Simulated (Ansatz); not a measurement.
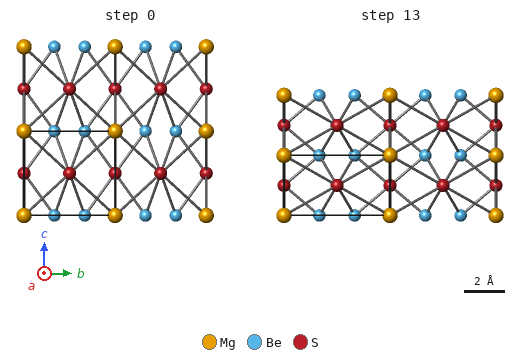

The structure of crystalline MgBe₂S₃ (a generated structure, set up in P6/mmm) before (left) and after (right) a relaxation, at one scale.

Style: ball-and-stick. Shown: the cell of the calculation, repeated 1 × 2 × 2 with one cell outlined, along the a axis.

Computed with Ansatz, DFT PBE, scalar-relativistic, plane waves, PAW.

Input file:
```yaml
crystal:
  lattice:
    - [5.28009511, 0.0, 0.0]
    - [-2.64004755, 4.5726965, 0.0]
    - [0.0, 0.0, 4.23110701]
  atoms:
    - { symbol: Mg, position: [0.0, 0.0, 0.0] }
    - { symbol: Be, position: [0.33333333, 0.66666667, 0.0] }
    - { symbol: Be, position: [0.66666667, 0.33333333, 0.0] }
    - { symbol: S, position: [0.5, 0.0, 0.5] }
    - { symbol: S, position: [0.0, 0.5, 0.5] }
    - { symbol: S, position: [0.5, 0.5, 0.5] }
basis:
  ecutwfc: 420
kpoints:
  mp_grid: { grid: [12, 12, 10] }
hamiltonian:
  xc: pbe
scf:
  occupations: { method: gaussian, width: 0.1 }
output:
  forces: true
  stress: true
  eigenvalues: true
  write_density: true
  write_potential: true
  elf: true
  volumetric_format: npy
relax:
  adjacent_minimum: "off"
  f_tol: 0.01
  max_steps: 80
  cell: { stress_tol: 0.05 }
```

Command:
```bash
ansatz run input.yaml --threads 1 --pin off --max-ram 2560MiB --backend cpu --events-out ev --progress --plain --runs-dir out
```

**What changed between the two?**

The energy falls by 632 meV per atom in 11 accepted moves (13 points after the start). All forces vanish by symmetry, so only the cell relaxes. The pressure goes from −2.89 to 0.02 GPa. The SCF was repeated twice at an unchanged geometry on a basis and grid sized afresh for the cell, which shifted the energy by 1.9 meV per atom at most. No atom moves by more than 0.005 Å relative to the cell. The volume changes by −3.6 %, with a = b 5.280 → 6.142 Å (+16.3 %), c 4.231 → 3.014 Å (−28.8 %). Some distances before and after: S4–S5 2.640 → 3.071 Å, Be2–S4 2.607 → 2.327 Å, Mg1–S4 3.383 → 3.421 Å. The space group stays P6/mmm (No. 191). Cost: 4.3 min on 1 thread of Arm Neoverse V1 (shared host), peak memory 0.5 GiB.
